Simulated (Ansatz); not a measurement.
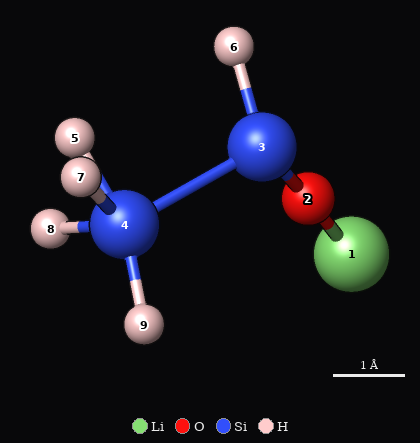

*The starting structure (ball-and-stick view, seen at a tilt; atoms are numbered from 1 in the order of the input). Sticks mark near contacts.*

Bond lengths as drawn: H–Si 1.42 to 1.50 Å, Li–O 1.62 Å, O–Si 1.60 Å and Si–Si 2.35 Å.

## LiSi₂H₅O: geometry relaxation (part 1 of 2)

LiSi₂H₅O, computed with RKS PBE-D4/def2-SVP (Ansatz 0.2.0).

Figures and captions count atoms from 1; the log counts them from 0 in places.

### Input
```yaml
crystal:
  periodic: [false, false, false]
  atoms:
    - {symbol: Li, position_ang: [-1.873124, 1.403521, -2.472330]}
    - {symbol: O, position_ang: [-0.971266, 1.224981, -1.134970]}
    - {symbol: Si, position_ang: [-0.077873, 0.983121, 0.167851]}
    - {symbol: Si, position_ang: [0.516934, -1.281106, 0.420863]}
    - {symbol: H, position_ang: [-0.027493, -1.251721, 1.732022]}
    - {symbol: H, position_ang: [-0.766297, 1.382499, 1.440881]}
    - {symbol: H, position_ang: [1.354075, -1.522586, 1.633803]}
    - {symbol: H, position_ang: [-0.684713, -2.161585, 0.539286]}
    - {symbol: H, position_ang: [1.293775, -1.786093, -0.751639]}
basis:
  gaussian: {orbitals: def2-SVP}
hamiltonian: {xc: pbe, dispersion: d4}
relax: {f_tol: 0.03, max_steps: 250}
```

Run on 2 threads of Arm Neoverse V1, 23 GiB of memory available, shared host.

Run as:
```bash
ansatz run in.yaml --threads 2 --pin off --events-out ev --progress --plain --max-ram 4352MiB
```

### Log
```
Functional definition: PBE
  name "PBE"
  cite "Perdew, Burke & Ernzerhof, Phys. Rev. Lett. 77, 3865 (1996) doi:10.1103/PhysRevLett.77.3865"
  parent pbe
  parameter kappa = 0.804
  parameter beta = 0.06672455060314922
  exchange = pbe_x(kappa = kappa, mu = beta*pi^2/3)
  correlation = pbe_c(beta = beta)
961 factors; their error is unknown
mean field evaluation 1: about -18055.1160 eV, gradient 7.3e1 eV
mean field evaluation 2: about -17948.8629 eV, gradient 1.8e2 eV
mean field evaluation 4: about -18057.8081 eV, gradient 4.2e1 eV
mean field evaluation 8: about -18067.9367 eV, gradient 1.9e-1 eV
mean field evaluation 16: about -18067.8559 eV, gradient 3.5e-3 eV
mean field evaluation 32: about -18065.6820 eV, gradient 4.6e-2 eV
mean field -18067.85588731 eV, -663.9814570262 hartree, gradient 6.5e-5 eV, S^2 0.000000; 1 other end points of the search recorded, 0 dependent functions left out
the calculation of the forces begins
reference -18067.85595964 eV, -663.9814596841 hartree; 22, 22 occupied and 62, 62 virtual orbitals, 961 factors
relax step   1: F+E_penalty+E_count = -18068.06255192 eV  Δ(F+E_penalty+E_count) = +0.000e0 eV  max|allowed force component| = 2.862e0 eV/Å  Δτ_max = 0.0000 Å  (111 SCF iters, accepted)
these checks for a lower state are left out or cut short: starts, cluster_reference, orbital_swaps, neighbouring_geometries, increment
961 factors; their error is unknown
mean field -18068.80912777 eV, -664.0164879670 hartree, gradient 9.1e-6 eV, S^2 0.000000; 1 other end points of the search recorded, 0 dependent functions left out
[... from here on the field's lines of each further geometry are left out, up to the last ...]
relax step   2: F+E_penalty+E_count = -18069.01560644 eV  Δ(F+E_penalty+E_count) = -9.531e-1 eV  max|allowed force component| = 2.032e0 eV/Å  Δτ_max = 0.1947 Å  (63 SCF iters, accepted)
relax step   3: F+E_penalty+E_count = -18069.67487544 eV  Δ(F+E_penalty+E_count) = -6.593e-1 eV  max|allowed force component| = 1.414e0 eV/Å  Δτ_max = 0.1946 Å  (31 SCF iters, accepted)
relax step   4: F+E_penalty+E_count = -18070.09338244 eV  Δ(F+E_penalty+E_count) = -4.185e-1 eV  max|allowed force component| = 7.535e-1 eV/Å  Δτ_max = 0.1965 Å  (31 SCF iters, accepted)
relax step   5: F+E_penalty+E_count = -18070.32541214 eV  Δ(F+E_penalty+E_count) = -2.320e-1 eV  max|allowed force component| = 4.920e-1 eV/Å  Δτ_max = 0.1950 Å  (30 SCF iters, accepted)
relax step   6: F+E_penalty+E_count = -18070.49045729 eV  Δ(F+E_penalty+E_count) = -1.650e-1 eV  max|allowed force component| = 3.614e-1 eV/Å  Δτ_max = 0.1999 Å  (30 SCF iters, accepted)
relax step   7: F+E_penalty+E_count = -18070.61554069 eV  Δ(F+E_penalty+E_count) = -1.251e-1 eV  max|allowed force component| = 1.949e-1 eV/Å  Δτ_max = 0.1987 Å  (30 SCF iters, accepted)
relax step   8: F+E_penalty+E_count = -18070.68571710 eV  Δ(F+E_penalty+E_count) = -7.018e-2 eV  max|allowed force component| = 5.748e-1 eV/Å  Δτ_max = 0.1950 Å  (29 SCF iters, accepted)
relax step   9: F+E_penalty+E_count = -18070.84937610 eV  Δ(F+E_penalty+E_count) = -1.637e-1 eV  max|allowed force component| = 1.390e0 eV/Å  Δτ_max = 0.1958 Å  (35 SCF iters, accepted)
relax step  10: F+E_penalty+E_count = -18071.25814590 eV  Δ(F+E_penalty+E_count) = -4.088e-1 eV  max|allowed force component| = 2.115e0 eV/Å  Δτ_max = 0.1947 Å  (34 SCF iters, accepted)
relax step  11: F+E_penalty+E_count = -18071.77660810 eV  Δ(F+E_penalty+E_count) = -5.185e-1 eV  max|allowed force component| = 1.732e0 eV/Å  Δτ_max = 0.1976 Å  (32 SCF iters, accepted)
relax step  12: F+E_penalty+E_count = -18072.08839072 eV  Δ(F+E_penalty+E_count) = -3.118e-1 eV  max|allowed force component| = 1.832e0 eV/Å  Δτ_max = 0.1955 Å  (29 SCF iters, accepted)
relax step  13: F+E_penalty+E_count = -18072.28190967 eV  Δ(F+E_penalty+E_count) = -1.935e-1 eV  max|allowed force component| = 1.349e0 eV/Å  Δτ_max = 0.1996 Å  (28 SCF iters, accepted)
relax step  14: F+E_penalty+E_count = -18072.40338974 eV  Δ(F+E_penalty+E_count) = -1.215e-1 eV  max|allowed force component| = 7.084e-1 eV/Å  Δτ_max = 0.2000 Å  (28 SCF iters, accepted)
relax step  15: F+E_penalty+E_count = -18072.47020690 eV  Δ(F+E_penalty+E_count) = -6.682e-2 eV  max|allowed force component| = 1.917e-1 eV/Å  Δτ_max = 0.2000 Å  (28 SCF iters, accepted)
relax step  16: F+E_penalty+E_count = -18072.49070202 eV  Δ(F+E_penalty+E_count) = -2.050e-2 eV  max|allowed force component| = 1.734e-1 eV/Å  Δτ_max = 0.1581 Å  (28 SCF iters, accepted)
the calculation of the forces begins
reference -18072.30812743 eV, -664.1450738328 hartree; 22, 22 occupied and 62, 62 virtual orbitals, 961 factors
relax step  17: F+E_penalty+E_count = -18072.49571535 eV  Δ(F+E_penalty+E_count) = -5.013e-3 eV  max|allowed force component| = 1.330e-2 eV/Å  Δτ_max = 0.0550 Å  (27 SCF iters, accepted)
961 factors; their error is unknown
mean field evaluation 160: about -18072.3081 eV, gradient 2.0e-5 eV
```

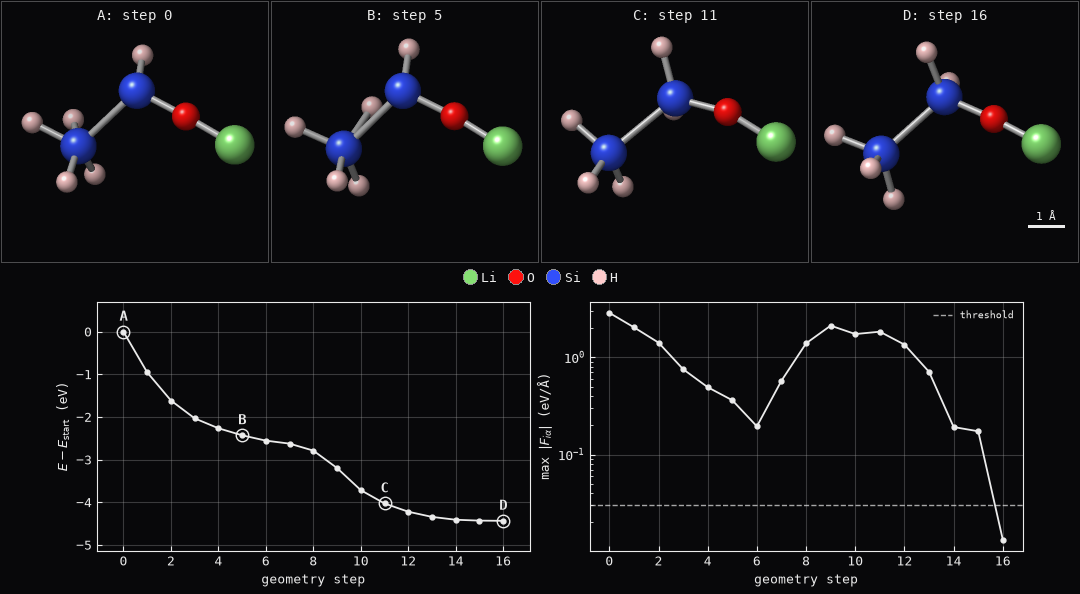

*Frames of the relaxation (ball-and-stick view, seen at a tilt) above the curves, on which the letters mark them (the first geometry is step 0 here and step 1 in the log).*

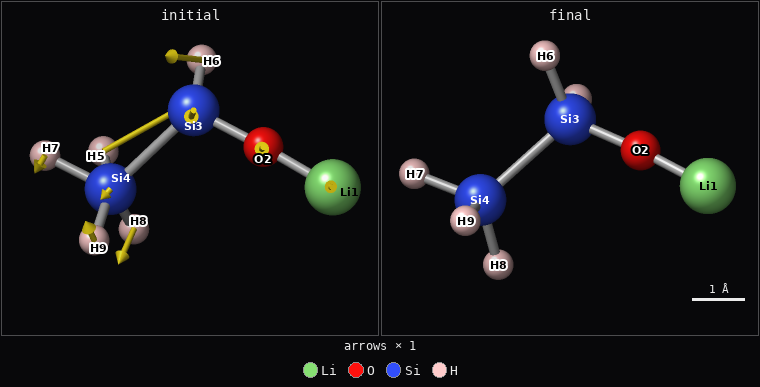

*Before (left) and after (right) the relaxation, at one scale (ball-and-stick view, seen at a tilt). The yellow arrows give the displacements, at true length.*

The atom that moves furthest after the best rigid fit is H5 (2.12 Å). By element the largest moves are H 2.12 Å, Si 0.79 Å, O 0.54 Å, Li 0.31 Å. Among the contacts that change: Si4–H5 1.420 → 3.153 Å, Si3–H5 2.728 → 1.520 Å, O2–Si3 1.598 → 1.637 Å, Si3–H6 1.501 → 1.520 Å. New bonds form: Si3–H5 (2.73 → 1.52 Å). Bonds break: Si4–H5 (1.42 → 3.15 Å). After 16 geometry steps the energy has fallen by 4.433 eV. Largest force component: 2.9 eV/Å at the start, 0.013 eV/Å at the end. (Atoms are counted from 1 in the order of the input.)

```
mean field -18072.30806073 eV, -664.1450713813 hartree, gradient 2.0e-5 eV, S^2 0.000000; 1 other end points of the search recorded, 0 dependent functions left out
the calculation of the forces begins
reference -18072.30812743 eV, -664.1450738328 hartree; 22, 22 occupied and 62, 62 virtual orbitals, 961 factors
Total energy: -18072.49578206 eV, -664.1519700129 hartree
Atom 0 at    -1.830808     1.257113    -2.327453 Å, force     0.006820    -0.001313     0.013298 eV/Å
Atom 1 at    -1.216492     0.924540    -0.863394 Å, force     0.002412    -0.010663    -0.005438 eV/Å
Atom 2 at    -0.564479     0.497769     0.576641 Å, force    -0.002238     0.008615     0.009673 eV/Å
Atom 3 at     0.676482    -1.509999     0.388244 Å, force     0.004261     0.004816     0.008633 eV/Å
Atom 4 at    -1.598551     0.260861     1.665302 Å, force    -0.000415     0.000739    -0.006369 eV/Å
Atom 5 at     0.384348     1.539674     1.146668 Å, force    -0.002883    -0.004710    -0.007254 eV/Å
Atom 6 at     1.290719    -1.955010     1.696203 Å, force    -0.002131     0.000320    -0.001364 eV/Å
Atom 7 at    -0.186463    -2.650327    -0.102639 Å, force    -0.001338     0.001293    -0.004805 eV/Å
Atom 8 at     1.809263    -1.373590    -0.603805 Å, force    -0.004488     0.000904    -0.006375 eV/Å
Dipole moment:    -0.660742     0.504583    -1.241089 e Å
```

### Trajectory as extended XYZ (Å, eV, eV/Å), 17 frames, from step=1 to step=17
```
9
Properties=species:S:1:pos:R:3:forces:R:3 step=1 energy=-18068.06255
Li   -1.8731    1.4035   -2.4723   -0.1303   0.0219  -0.2279
O    -0.9713    1.2250   -1.1350   -0.7838   0.1388  -0.8352
Si   -0.0779    0.9831    0.1679    1.2042  -0.3493   0.9931
Si    0.5169   -1.2811    0.4209    0.3342  -0.1798  -1.9103
H    -0.0275   -1.2517    1.7320   -1.9566   2.3419   2.8618
H    -0.7663    1.3825    1.4409   -0.1489   0.1900   0.4634
H     1.3541   -1.5226    1.6338    1.5058  -0.6877   0.3004
H    -0.6847   -2.1616    0.5393   -0.3152  -1.5252  -1.0134
H     1.2938   -1.7861   -0.7516    0.2907   0.0493  -0.6319
9
Properties=species:S:1:pos:R:3:forces:R:3 step=2 energy=-18069.01561
Li   -1.8764    1.4026   -2.4749   -0.0926   0.0010  -0.1638
O    -0.9746    1.2206   -1.1294   -0.3678   0.1368  -0.2532
Si   -0.0631    0.9754    0.1801    0.4339  -0.3507   0.4898
Si    0.5009   -1.3028    0.4287    0.2301  -1.0314   0.0730
H    -0.1064   -1.0843    1.7925   -1.3068   2.0318   0.9613
H    -0.7627    1.3898    1.4596   -0.0054   0.2178   0.2794
H     1.4259   -1.5702    1.6176    0.8598  -0.5009  -0.2553
H    -0.6795   -2.2614    0.4693    0.1198  -0.7509  -0.7118
H     1.2999   -1.7787   -0.7679    0.1289   0.2464  -0.4193
9
Properties=species:S:1:pos:R:3:forces:R:3 step=3 energy=-18069.67488
Li   -1.8787    1.4069   -2.4781   -0.0349  -0.0138  -0.0780
O    -0.9830    1.2172   -1.1199   -0.1054   0.0218   0.1789
Si   -0.0655    0.9353    0.1956   -0.0089  -0.2259   0.1381
Si    0.5078   -1.3612    0.4572    0.2818  -0.8038   0.8162
H    -0.1992   -0.9144    1.8122   -0.8177   1.4141  -0.1474
H    -0.7547    1.4086    1.4760    0.1202   0.1559   0.1199
H     1.5017   -1.6222    1.6033    0.3547  -0.3730  -0.4227
H    -0.6741   -2.3253    0.4198    0.2458  -0.4240  -0.4231
H     1.3097   -1.7539   -0.7903   -0.0355   0.2487  -0.1818
9
Properties=species:S:1:pos:R:3:forces:R:3 step=4 energy=-18070.09338
Li   -1.8794    1.4037   -2.4725    0.0241  -0.0257   0.0122
O    -0.9943    1.2103   -1.0995   -0.0964  -0.1093   0.2926
Si   -0.0704    0.8982    0.2126   -0.0087  -0.0356   0.0114
Si    0.5268   -1.4139    0.5000    0.1333  -0.2393   0.4805
H    -0.3010   -0.7524    1.7676   -0.4629   0.7535  -0.5194
H    -0.7338    1.4285    1.4920    0.1670   0.0600   0.0532
H     1.5587   -1.6788    1.5901    0.0995  -0.2621  -0.2265
H    -0.6464   -2.3792    0.3863    0.2272  -0.2941  -0.1476
H     1.3039   -1.7254   -0.8009   -0.0831   0.1526   0.0435
```
